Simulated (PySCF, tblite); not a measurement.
**C4H6F2O2Si: geometry, infrared bands and NMR shifts**

Aim: predict the infrared bands and NMR shifts of C4H6F2O2Si (`COC1=C[C@@H](F)[Si@@H](F)O1`).

Programs: tblite 0.8.0 and PySCF 2.14.0, with density-fitted response routines of our own. Each step states its level of theory. These are calculated values for one molecule in the gas phase, unless marked as measured. Atoms count from 0, in the outputs and in this text.

## Step 1: Starting geometry

15 atoms, charge 0, multiplicity 1; geometry from: force field or distance geometry start.

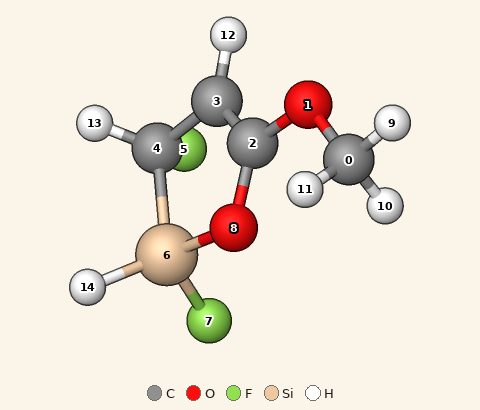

The starting geometry (carbon grey, oxygen red, fluorine green, silicon light orange, hydrogen white), atoms numbered.

## Step 2: Geometry optimisation with GFN2-xTB

What the job is given:

```
{"job": {"kind": "relax", "xc": "GFN2-xTB", "basis": "xTB"}, "charge": 0, "multiplicity": 1}
C     -2.652800     0.376700     0.141200
O     -1.747200    -0.658300     0.442300
C     -0.420400    -0.325500     0.215300
C      0.534700    -1.246200     0.304300
C      1.937400    -0.785400     0.047600
F      2.471100    -1.447400    -1.019800
Si     1.609500     1.026600    -0.373000
F      1.925900     1.374300    -1.897300
O     -0.057300     0.983300    -0.133900
H     -3.676200     0.003700     0.333700
H     -2.596800     0.659600    -0.915900
H     -2.501500     1.246500     0.788500
H      0.324400    -2.283600     0.576700
H      2.587800    -0.916000     0.910300
H      2.257000     1.999800     0.558200
```

Run with:

```bash
$ OMP_NUM_THREADS=1 python probes_run.py task.json out
```

The driver reads the jobs from task.json and runs them one after another.

**Question.** This job is followed by: GFN2-xTB harmonic vibrations, gas phase; GIAO PBE0/pcSseg-1 NMR shielding, non-relativistic, gas phase. Predict these results of the whole session: strongest single infrared mode (GFN2-xTB); zero-point energy (GFN2-xTB); 13C shifts against TMS (PBE0/pcSseg-1); 1H shifts against TMS (PBE0/pcSseg-1, means over atoms taken as alike); 17O shifts against H2O (PBE0/pcSseg-1); 19F shifts against CFCl3 (PBE0/pcSseg-1); 29Si shifts against TMS (PBE0/pcSseg-1); surface potential, least and greatest.

**Answer**, as computed:

| quantity | value |
| --- | --- |
| strongest single infrared mode (GFN2-xTB) | 1260 cm⁻¹, 339 km/mol |
| zero-point energy (GFN2-xTB) | 61.5 kcal/mol |
| 13C shifts against TMS (PBE0/pcSseg-1) | 171.0, 89.1, 80.8, 55.7 ppm |
| 1H shifts against TMS (PBE0/pcSseg-1, means over atoms taken as alike) | 5.42, 4.94, 4.77, 3.91 ppm |
| 17O shifts against H2O (PBE0/pcSseg-1) | 142.1, 105.6 ppm |
| 19F shifts against CFCl3 (PBE0/pcSseg-1) | -172.1, -232.2 ppm |
| 29Si shifts against TMS (PBE0/pcSseg-1) | -13.2 ppm |
| surface potential, least and greatest | -1.27 V and 1.77 V |

Relaxing lowered the energy by 0.267 eV in 50 steps; the close pair that moved most is Si6–H14, from 1.494 to 1.442 Å. No mode is imaginary among the 39: a minimum at this level. The strongest single mode, at 1260 cm⁻¹, moves mainly C2. Unscaled tight-binding wavenumbers are off by several per cent, some by more. Its intensities can rank the bands wrongly. C2 (alkene carbon bearing oxygen) lies farthest downfield among carbon, at 171.0 ppm; an sp2 carbon further deshielded by the attached heteroatom. The most deshielded hydrogen is H13 (hydrogen on an allylic sp3 CH bonded to F and Si), at 5.42 ppm: its carbon carries F, an electronegative neighbour.
